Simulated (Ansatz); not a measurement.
```yaml
atoms:
  - { symbol: B, position_ang: [0.1001, -0.1618, -0.9148] }
  - { symbol: S, position_ang: [1.0585, 1.2990, -0.6588] }
  - { symbol: H, position_ang: [-1.0847, -0.1168, -1.0189] }
  - { symbol: H, position_ang: [0.7145, -1.1806, -0.9798] }
  - { symbol: H, position_ang: [-0.1757, -0.7486, 2.1236] }
  - { symbol: H, position_ang: [-0.6800, -1.2981, 2.0898] }
  - { symbol: H, position_ang: [0.0672, 2.2069, -0.6410] }
```

The reactant side of a reaction path; geometry: PBE0-D4/def2-TZVP.

Theory: RKS PBE0-D4/def2-TZVPP in Ansatz.

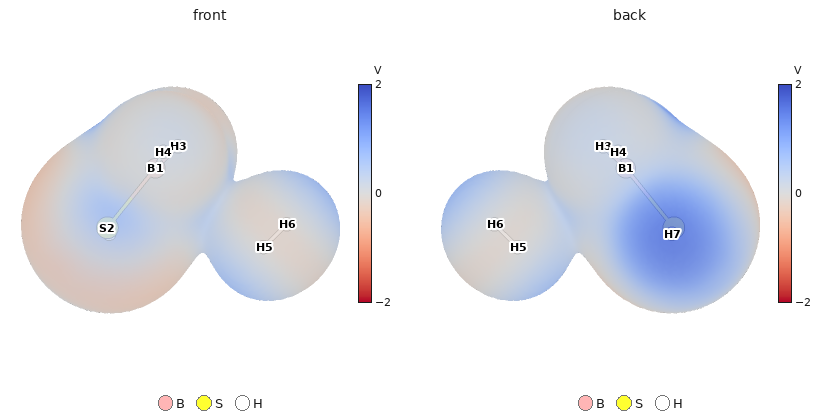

BH₃S···H₂. The molecular electrostatic potential painted on the density surface at 0.002 e/bohr³, seen from the front and from behind; red is negative and blue positive.

**Which sites attract a positive test charge, and which a negative one?**

A positive charge is drawn to the negative regions and a negative charge to the positive ones. The most negative region (about −0.3 V) lies over S2, the most positive (about +1.5 V) over H7.
